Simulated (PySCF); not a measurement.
# H6SeSi2: the cost of one run

Programs: PySCF 2.14.0, with routines of our own; each step states its level. All values are computed. Atoms count from 0.

## Step 1: The starting structure

9 atoms, charge 0, multiplicity 1; geometry from: GFN2-xTB.

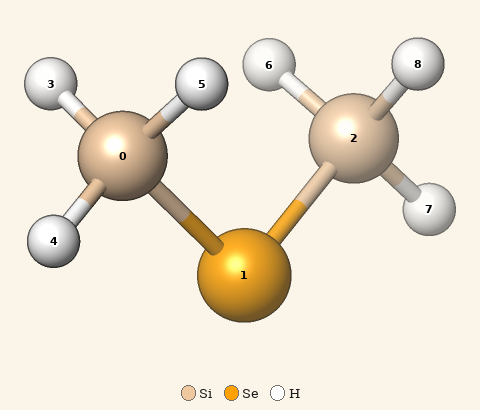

The starting geometry (silicon light orange, selenium orange, hydrogen white).

## Step 2: Relaxing the molecule at PBE0-D3(BJ)/def2-SVP

Job settings and geometry (Å):

```
{"job": {"xc": "PBE0", "basis": "def2-SVP", "d3": "d3bj", "grid": 1, "maxiter": 30, "shake": 0.01, "kind": "geom"}, "charge": 0, "multiplicity": 1}
Si     1.671110     0.514330     0.410120
Se     0.022850     0.776570    -1.184740
Si    -1.666990    -0.524510    -0.350730
H      2.030090    -0.873240     0.490310
H      2.747540     1.350090    -0.091520
H      1.113370     1.019410     1.676640
H     -1.135930    -1.889780    -0.219100
H     -2.701480    -0.398740    -1.324270
H     -2.022760     0.008710     0.986800
```

Started as:

```
> OMP_NUM_THREADS=1 python heavy_run.py task.json out
```

One launch serves the whole session: the jobs run in the order shown.

Q: Estimate the wall time and peak memory of this first job on 1 thread of Arm Neoverse V2, shared host.

About 14 s, with a peak of 0.41 GiB.
